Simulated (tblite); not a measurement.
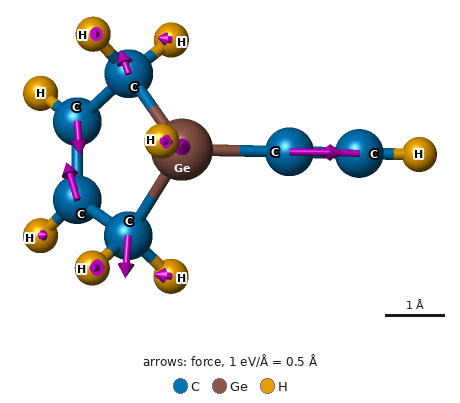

Starting geometry of C₆H₈Ge with the computed forces as purple arrows. A ball-and-stick model, seen at a tilt.

Computed with tblite 0.8.0, GFN2-xTB geometry optimisation, gas phase. 

Is this structure relaxed? If not, where do the atoms go?

Answer. It isn't relaxed: the largest force vector, on a C atom, is 1.86 eV/Å. The final displacements follow the starting forces only in part (cosine between the two patterns 0.33). The energy falls by 19.3 kJ/mol in 42 geometry steps. The atom that moves furthest after the best rigid fit is an H atom (0.19 Å). By element the largest moves are H 0.19 Å, C 0.08 Å, Ge 0.02 Å. Near-neighbour distances that change, for instance: C–Ge 1.933 → 1.987 Å, Ge–H 1.548 → 1.512 Å, C–H 1.118 → 1.091 Å, C–Ge 1.882 → 1.905 Å. Among the angles between lasting bonds that change: C–Ge–H 114.7° → 106.3°, H–C–H 110.4° → 106.9°, C–C–H 120.7° → 117.6°. Cost: 0.51 s on 1 thread of AMD EPYC 7R43 64-Core Processor (shared host).
